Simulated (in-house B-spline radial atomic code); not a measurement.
# Te⁴⁰⁺: starting-point dependence of G0W0 and RPA

G0W0 and RPA are one-shot methods. How much does the choice of start matter for Te⁴⁰⁺?

Method: RPA, second order, AC-SOSEX and G0W0 (contour deformation) on a non-relativistic mean field, all electrons; no spin-orbit coupling, Breit or QED terms. Code: an in-house B-spline radial atomic code, version 1.

## (1) The atom as given

```
element               : tellurium (Z = 52)
charge                : +40
electrons             : 12
configuration         : [Ne] 3s2
next ion, run as well : [Ne] 3s1
Hamiltonian           : non-relativistic, point nucleus
starts                : Hartree-Fock, PBE, exchange-only LDA, r2SCAN0
```

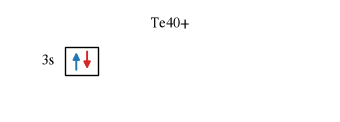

The shells outside the core, filled by Hund's rule for the drawing.

## (2) Hartree-Fock start

Settings, as recorded:

```ini
Z = 52
electrons = 12.0
configuration = [Ne] 3s2
hamiltonian = nr
method = hf
lmax = 9
spin_polarised = False
box_radius = 2.47
intervals = 46
```

On the command line:

```
$ python run_gw.py task.json out
```

task.json lists these runs, among others, and the program works through them in turn.

Further steps of the session: PBE start; Exchange-only LDA start; r2SCAN0 start.

Q: Predict the outcome of this session. Wanted: highest level, mean field; highest level, G0W0; RPA correlation energy; RPA+SOSEX.

The runs gave:

| quantity | value |
| --- | --- |
| highest level, mean field (range over the runs) | -2855.1 to -2823.0 eV |
| highest level, G0W0 (range over the runs) | -2862.8 to -2861.2 eV |
| RPA correlation energy | -1.050 to -0.915 hartree |
| RPA+SOSEX | -0.6387 to -0.5693 hartree |
| tabulated theoretical ionisation energy (3s shell) | 2954.0 ± 4 eV (NIST Atomic Spectra Database, ionization energies) |
| G0W0 removal energy less that value | -92.8 to -91.2 eV |

What this shows: Across the starts the mean-field level varies by 32.1 eV and the G0W0 level by 1.6 eV (5.0 % as much). Starts without exact exchange bind the level too weakly, through self-interaction, and G0W0 pulls it down by 36 to 40 eV. RPA gives the most correlation on exchange-only LDA and the least on Hartree-Fock (13 % apart); over the runs it loosely follows the gap of the start, as smaller excitation energies give more correlation. The tabulated theoretical ionisation energy is 2954.0 ± 4 eV. G0W0 is off by about -91.5 eV (-3.1 %) in every run shown, whatever the start. Relativity, left out here, binds an s electron more tightly: it works in the direction of closing this gap. Read as a removal energy, the bare PBE level is off by -127 eV (-4.3 %) and the nearest bare level, Hartree-Fock's, by -98.9 eV. As differences of total energies the mean miss over the starts is 97 eV for mean field, 92 eV for RPA, 94 eV for RPA+SOSEX. For so heavy an element the non-relativistic levels are a model, not the real atom's.
